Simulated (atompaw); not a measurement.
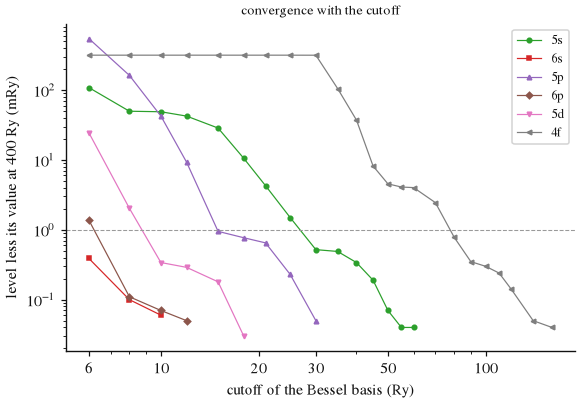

The pseudo-atom Hamiltonian at the reference potential is diagonalised in spherical Bessel functions (20 bohr box) up to the cutoff. Curves: distance of each valence level from its value at 400 Ry.

| Item | Value |
| --- | --- |
| Element | terbium (Tb) |
| Generator | atompaw 4.2.0.5 |
| Type | PAW |
| Functional | PBE |
| Relativity | scalar-relativistic |
| Frozen core | [Kr] 4d10 |
| Valence charge | 19 |
| Reference configuration | 4f9 5s2 5p6 5d0 6s2 6p0 |
| Partial waves | 5s (bound): rc 1.55 bohr; 6s (bound): rc 3.00 bohr; 5p (bound): rc 2.15 bohr; 6p (bound, empty): rc 3.00 bohr; 5d (bound, empty): rc 3.00 bohr; 5d channel at 0.4 Ry: rc 3.00 bohr; 4f (bound): rc 1.55 bohr; 4f channel at 4.4 Ry: rc 1.55 bohr |
| Local potential | troulliermartins scheme with l = 4 at -0.5 Ry, radius 2.95 bohr |
| Core correction | smooth core density matched at 1.85 bohr |
| Augmentation charge | sinc compensation charge, radius 3.00 bohr; PAW radius 3.00 bohr; waves and projectors: custom polynom gramschmidtortho |

**At which cutoff does each level come within 1 mRy for good?**

5s: 30 Ry; 6s: 6 Ry or less; 5p: 15 Ry; 6p: 8 Ry; 5d: 10 Ry; 4f: 80 Ry.

**Which occupied shell is the hardest?**

4f: its level needs 80 Ry to come within 1 mRy, against 30 Ry for 5s.

**What cutoffs are needed for 10 mRy and 1 mRy in the sum of levels?**

80 Ry and 140 Ry, on the ladder of cutoffs that was run.
